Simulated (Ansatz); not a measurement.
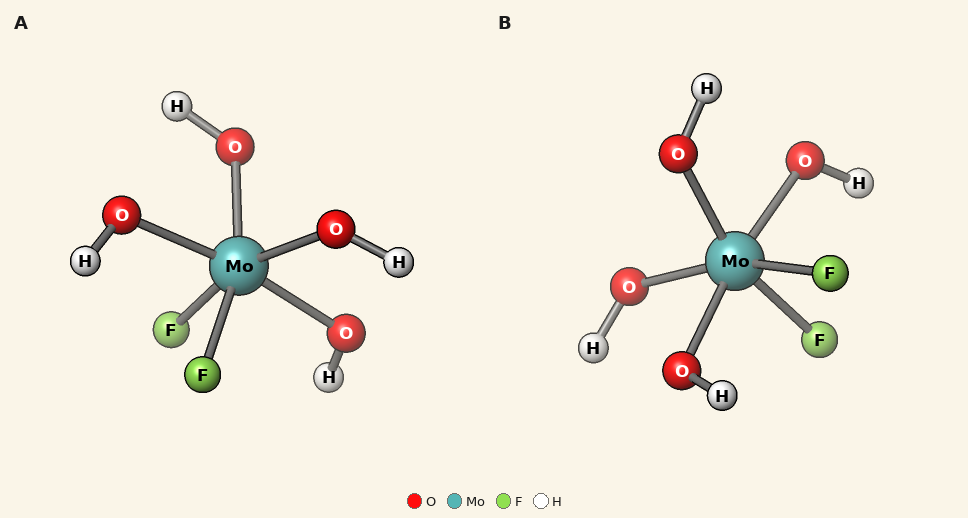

Atoms fade into the background with distance from the viewer. Charge 0, singlet. The geometry was computed by an optimisation with PBE0-D4/def2-TZVP.

### Can A be turned into B by a rotation alone?

Yes. They are the same structure, F2H4MoO4 ([OH][Mo]([OH])([OH])([OH])([F])[F]), seen from two directions: a rotation takes one into the other. The geometry is chiral (C2), so its mirror image would differ.
